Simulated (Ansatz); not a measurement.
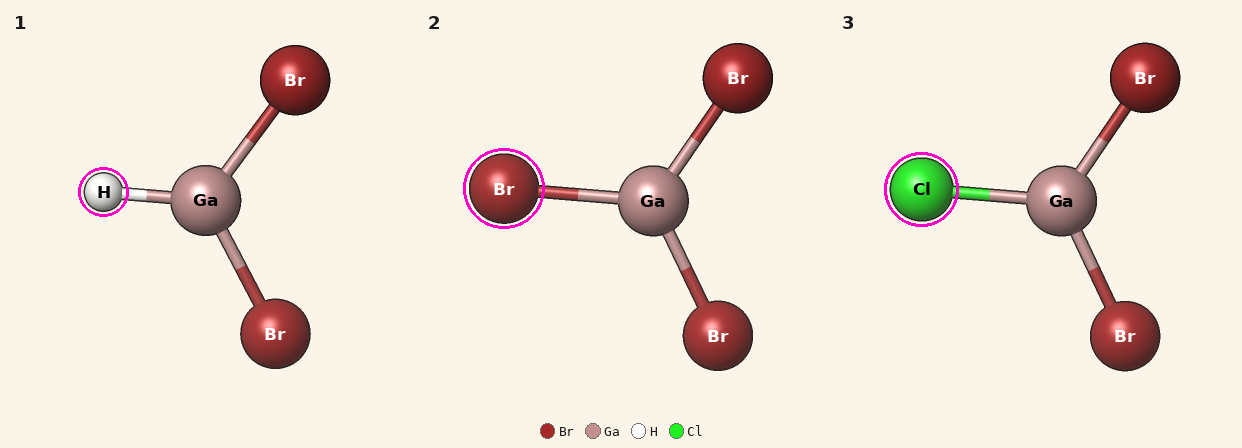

3 molecules with one skeleton, seen from the same side and at one scale; the atom that differs is circled. Each species is neutral and a spin singlet. Computed geometries: PBE0-D4/def2-TZVP optimisations, one conformation each. Properties computed with Ansatz 0.2.0.

One atom differs, called X below: H in panel 1, Br in panel 2, Cl in panel 3. Their formulas are Br2GaH (`[Br][GaH][Br]`), GaBr3 (`[Br][Ga]([Br])[Br]`), GaBr2Cl (`[Cl][Ga]([Br])[Br]`).

Rank them by the dipole moment, lowest first (ωB97M-V/def2-TZVPP).

2 (Br), 3 (Cl), 1 (H).

Rank them by the HOMO energy (Kohn–Sham orbital), lowest first (CAM-B3LYP-D4/def2-TZVPP).

3 (Cl), 2 (Br), 1 (H).

Give the values. With PBE0-D4/def2-TZVP: length of X–Ga (Å), mean angle Br–Ga–X (°). With CAM-B3LYP-D4/def2-TZVPP: HOMO energy (Kohn–Sham orbital) (eV), HOMO–LUMO gap (eV). With ωB97M-V/def2-TZVPP: dipole moment (D).

```tsv
quantity	1 (H)	2 (Br)	3 (Cl)
length of X–Ga (Å)	1.548	2.261	2.117
mean angle Br–Ga–X (°)	122.0	120.0	119.6
HOMO energy (Kohn–Sham orbital) (eV)	−9.81	−10.02	−10.15
HOMO–LUMO gap (eV)	8.82	8.73	8.96
dipole moment (D)	1.49	0.00	0.26
```
